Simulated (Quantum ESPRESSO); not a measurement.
**Cost against accuracy: ecutwfc for Y₄SiS₃ (I4/mmm, 8 atoms in the cell)**

Cell: a = 6.8929 Å, b = 6.8929 Å, c = 6.8929 Å, α = 131.97°, β = 131.97°, γ = 70.28°.

Computed with LDA (PZ), GBRV 1.5 ultrasoft (LDA) pseudopotentials (plane waves; Quantum ESPRESSO).

Base settings: ecutwfc = 40 Ry; ecutrho = 320 Ry; occupations = smearing; smearing = fd; degauss = 0.0036749 Ry; potentials = {Y: y_lda_v1.4.uspp.F.UPF, Si: si_lda_v1.uspp.F.UPF, S: s_lda_v1.4.uspp.F.UPF}; K_POINTS = automatic 5 5 5 0 0 0; conv_thr = 1e-10 Ry.

Misses are taken against the tightest run, 60 Ry (ecutrho: 320 Ry → 480 Ry), which need not be fully converged itself. The energy is the free energy per atom.

The count of work is k-points × plane waves × bands × iterations; it is no time, and leaves out set-up, grids and terms that scale otherwise. Core times come from one kind of shared machine and are given to one figure; runs under 30 s give none.

The starting cell comes from a database of computed structures (which also holds hypothetical and non-ambient phases and stackings), without a prior relaxation at this level. In the base run, with a pressure of about -6 GPa the cell is away from its equilibrium volume at this level.

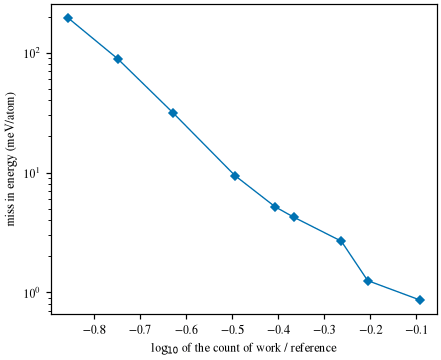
Miss against the count of work; the reference run is not drawn, and misses under 0.1 meV/atom are drawn there.

```csv
ecutwfc,energy less reference (meV/atom),pressure less reference (GPa),largest difference in the force on any atom (eV/Å),count of work / reference,core time / reference (rough)
16 Ry (ecutrho: 320 Ry → 128 Ry),194.44,-2.73,0.037,0.14,0.10
20 Ry (ecutrho: 320 Ry → 160 Ry),88.64,-1.58,0.004,0.18,0.2
24 Ry (ecutrho: 320 Ry → 192 Ry),31.34,-1.01,0.004,0.24,0.3
28 Ry (ecutrho: 320 Ry → 224 Ry),9.44,-0.27,0.000,0.32,0.3
32 Ry (ecutrho: 320 Ry → 256 Ry),5.18,0.01,0.001,0.39,0.4
36 Ry (ecutrho: 320 Ry → 288 Ry),4.25,0.00,0.001,0.43,0.3
40 Ry,2.68,-0.03,0.001,0.55,0.5
46 Ry (ecutrho: 320 Ry → 368 Ry),1.26,0.01,0.000,0.62,0.7
52 Ry (ecutrho: 320 Ry → 416 Ry),0.87,0.03,0.000,0.81,0.7
60 Ry (ecutrho: 320 Ry → 480 Ry),0.00,0.00,0.000,1.0,1
```

Coarsest setting among those run that, with all tighter ones, holds the energy within 20 meV/atom of the reference: 28 Ry (ecutrho: 320 Ry → 224 Ry), off by 9.4 meV/atom; it needs 0.32 of the reference's count of work and about 0.3 of the reference's time.

Coarsest setting among those run that, with all tighter ones, holds the energy within 2 meV/atom of the reference: 46 Ry (ecutrho: 320 Ry → 368 Ry), off by 1.3 meV/atom; its saving against the reference is no more than about a factor of 2 in the count of work.

Smallest miss in the energy for at most 0.2 times the reference's count of work: 20 Ry (ecutrho: 320 Ry → 160 Ry), with a miss of 89 meV/atom at a count of 0.18.

The step from 16 Ry (ecutrho: 320 Ry → 128 Ry) to 40 Ry: it takes the miss in the energy from 190 to 2.7 meV/atom, for 3.9 times the count of work and roughly 5 times the time.
